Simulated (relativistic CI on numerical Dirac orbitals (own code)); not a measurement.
## Relativistic CI calculation, with input and output: Mn⁴⁺

- system: Mn⁴⁺.
- method: Dirac-Coulomb-Breit CI, KLI orbitals optimised for each configuration, model QED (radiative potential, 1s self-energy scaled to tabulated hydrogen-like ionisation energies), valence Slater integrals scaled by 0.7, multiplet model of core-to-valence dipole absorption in a parametric crystal field (relativistic CI on numerical Dirac orbitals, in-house)

## Results in brief

- outcome: converged
- hardware: 1 CPU thread, shared host
- CPU time: 2.1 s

## Notes

Caveats: free-ion energies, so absolute edge positions are off by a few eV from solids.

## The input
```
atom Mn  Z=25  charge=4  electrons=21
nucleus A=55  rms_radius_fm=3.7057
hamiltonian dirac-coulomb  breit=on  qed=on  c_scale=1
orbitals kli  potential=per-configuration
slater_scale 0.7
correlation none
mixing on
configurations
  [Ar] 3d3
  [He] 2s2 2p5 3s2 3p6 3d4
end
absorption L2,3 T=300 lorentz=0.4 gauss=0.3
crystal_field Td 10Dq=-8400
```

Launched within a batch (the task file carries these settings):
```bash
python <driver script> task.json out
```

The program writes its results to a structured record and prints no log; tables and figures of this report are taken from that record.

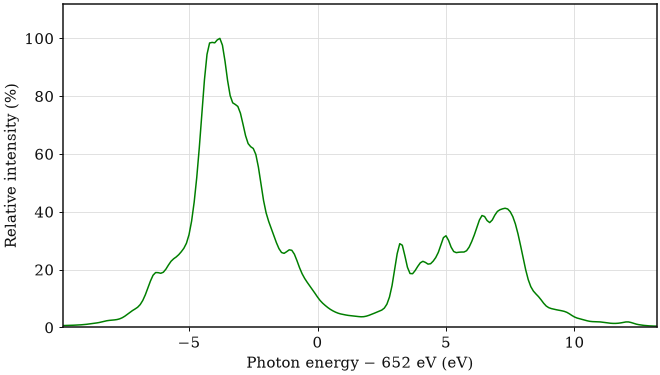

Figure 1. L₂,₃ X-ray absorption of Mn⁴⁺ (manganese, Z = 25), [Ar] 3d³, in a field of Td symmetry with 10Dq = −8,400 cm⁻¹. Multiplet model: relativistic Dirac–Coulomb–Breit theory, one configuration a step, Slater integrals scaled by 0.7, 300 K, Voigt broadening (Lorentzian 0.4 eV, Gaussian 0.3 eV full widths), computed with a radial Dirac CI code. The main maxima lie at 648.2 eV (100), 650.9 eV (27), 655.2 eV (29), 656.1 eV (23), 657.0 eV (32), 658.4 eV (39) and 659.3 eV (41), heights in % of the largest; the centroid is at 652.0 eV. The lower edge holds 0.64 of the intensity (branching ratio, edges parted at 654 eV, split at the minimum of the curve and uncertain by about 0.02), and the core spin-orbit splitting of the orbitals is 10.8 eV. The ground state has S = 1.50.
